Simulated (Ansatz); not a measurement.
Process, species as SMILES: N#N (N2) + 3 [H][H] (H2) → 2 N (NH3)
B3LYP-D3(BJ)/def2-TZVP geometries, fixed; electronic energies without zero-point terms.

Basis-set convergence of the energy of full hydrogenation at PBE0 with Ansatz (a quantum-chemistry and plane-wave program). All functions are spherical. The program fits the integrals of some runs and decomposes those of others, by size. No added dispersion term, no relativity. Functions are those of the species that has most. Reference: the value in pcseg-4, -51.47 kcal/mol, itself unsure by roughly 0.08 kcal/mol (its mean distance from aug-pcseg-3, aug-cc-pVQZ, cc-pV5Z). Deviations are taken from unrounded values.

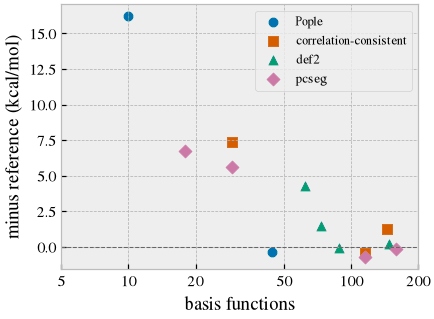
*Deviation from the reference against the number of basis functions, by family of sets.*

```
basis        functions  energy of full hydrogenation (kcal/mol)  minus reference (kcal/mol)
-----------  ---------  ---------------------------------------  --------------------------
STO-3G              10                                   -35.28                       16.19
pcseg-0             18                                   -44.74                        6.73
cc-pVDZ             29                                   -44.09                        7.38
pcseg-1             29                                   -45.89                        5.58
6-311+G**           44                                   -51.80                       -0.33
def2-TZVP           62                                   -47.21                        4.26
def2-TZVPP          73                                   -50.02                        1.45
def2-TZVPPD         88                                   -51.57                       -0.09
aug-cc-pVTZ        115                                   -51.87                       -0.40
aug-pcseg-2        115                                   -52.21                       -0.73
cc-pVQZ            145                                   -50.24                        1.23
def2-QZVPP         147                                   -51.28                        0.20
pcseg-3            159                                   -51.62                       -0.14
```
